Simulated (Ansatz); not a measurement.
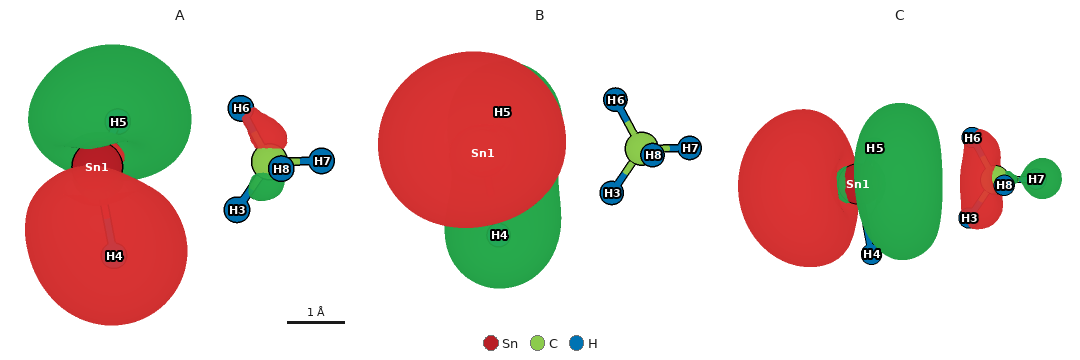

Figure. H$_{2}$Sn···CH$_{4}$. Three frontier orbitals at ±0.08 Å⁻³ᐟ² (green and red are the two phases), in no order.

The product side of a reaction path; geometry: PBE0-D4/def2-TZVP; core potentials replace the inner electrons of Sn.

Computed with RKS PBE0-D4/def2-TZVPP in Ansatz 0.2.0.

```xyz
8

Sn   -1.8166    0.7799    0.3651
C     1.1482   -0.0454    0.0586
H     0.3351   -0.6895    0.4148
H    -2.0811   -0.9336    0.7423
H    -1.8691    0.4264   -1.3709
H     0.7897    0.7671   -0.5783
H     1.8077   -0.6723   -0.5413
H     1.6863    0.3672    0.9096
```

Q: Order the three orbitals by energy and name them.

A: A is the HOMO−1 (−8.05 eV). Its weight (Hirshfeld) is mainly on Sn1 (about 45 %), H4 (about 25 %) and H5 (about 25 %). B is the HOMO (−6.44 eV). Its weight (Hirshfeld) is mainly on Sn1 (about 70 %), H5 (about 15 %) and H4 (about 15 %). C is the LUMO (−2.36 eV). Its weight (Hirshfeld) is mainly on Sn1 (about 80 %).

Q: What is the HOMO–LUMO gap?

A: 4.08 eV between the orbital energies.
